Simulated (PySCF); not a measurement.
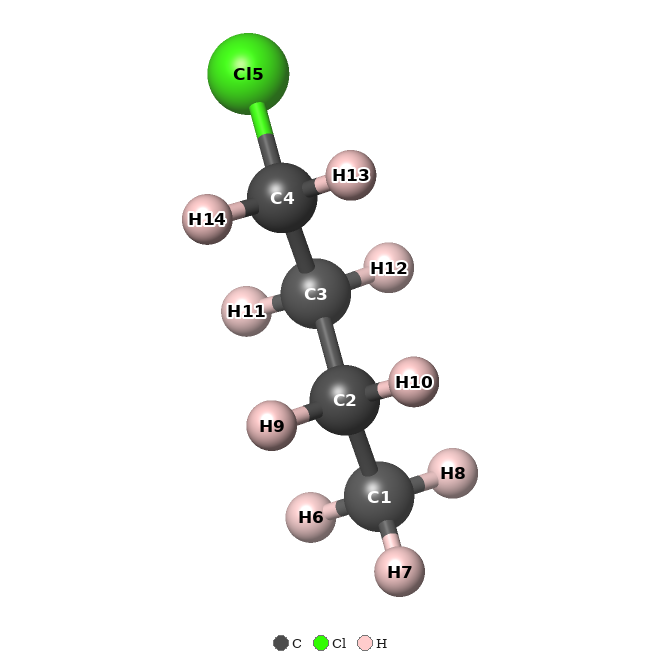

The computed structure is the end point of a GFN2-xTB optimisation. No frequency run is at hand to confirm it as a minimum. Electric field gradients from the ground-state density, PBE0/pcSseg-1 (PySCF 2.14.0), non-relativistic apart from any core potentials.

Give the largest field-gradient component, the quadrupole coupling constant and the asymmetry for 35Cl at Cl5 (Q = −81.7 mb).

```tsv
atom	V_zz (a.u.)	e²qQ/h (MHz)	η
Cl5	3.895	−74.8	0.01
```
